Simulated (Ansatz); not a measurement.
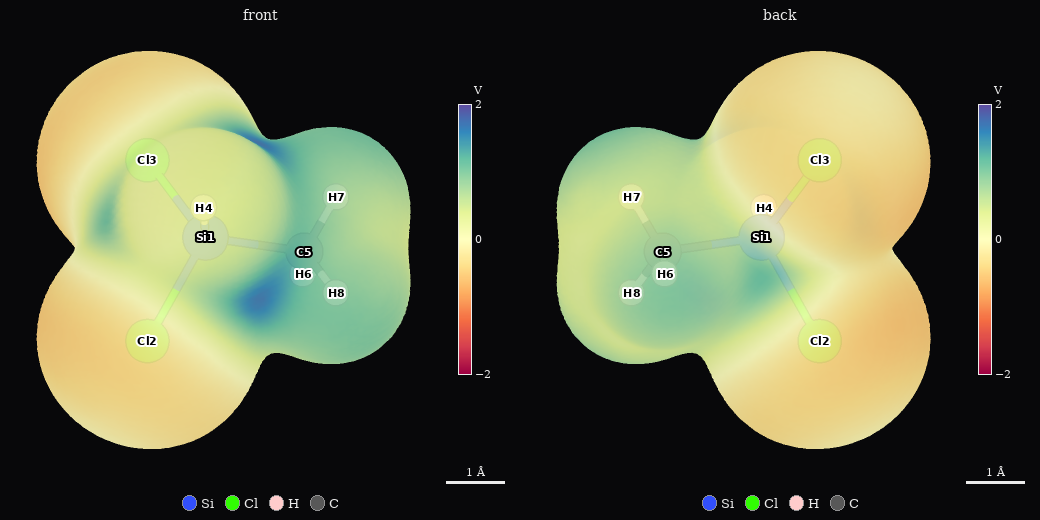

The picture shows: CH₄Cl₂Si. The molecular electrostatic potential painted on the density surface at 0.002 e/bohr³, seen from the front and from behind; the colour scale runs from red (negative) to blue (positive).

Theory: RKS BHLYP/def2-SVP (Ansatz 0.2.0).

The calculation's input:

```
crystal:
  periodic: [false, false, false]
  atoms:
    - { symbol: Si, position_ang: [-0.498696, -0.644644, -0.216191] }
    - { symbol: Cl, position_ang: [0.532193, -2.351072, -0.706198] }
    - { symbol: Cl, position_ang: [-1.808463, -0.195798, -1.731965] }
    - { symbol: H, position_ang: [-1.145317, -0.743666, 1.051745] }
    - { symbol: C, position_ang: [0.579244, 0.765977, 0.287494] }
    - { symbol: H, position_ang: [1.274114, 1.166984, -0.453651] }
    - { symbol: H, position_ang: [-0.086295, 1.571883, 0.612021] }
    - { symbol: H, position_ang: [1.15322, 0.430237, 1.156745] }
basis:
  gaussian: { orbitals: def2-SVP }
hamiltonian:
  xc: { name: BHLYP }
relax:
  f_tol: 0.03
  max_steps: 50
output:
  orbitals: {}
```

Launched as:

```sh
ansatz run input.yaml --threads 2 --pin off --max-ram 3072MiB --backend cpu --events-out ev --progress --plain --runs-dir out
```

The fields are those of the run's last geometry, not of the input's.

> Describe the electrostatic potential map.

The most negative region (about −0.6 V) lies over Cl2 and Cl3, the most positive (about +1.6 V) over Si1.
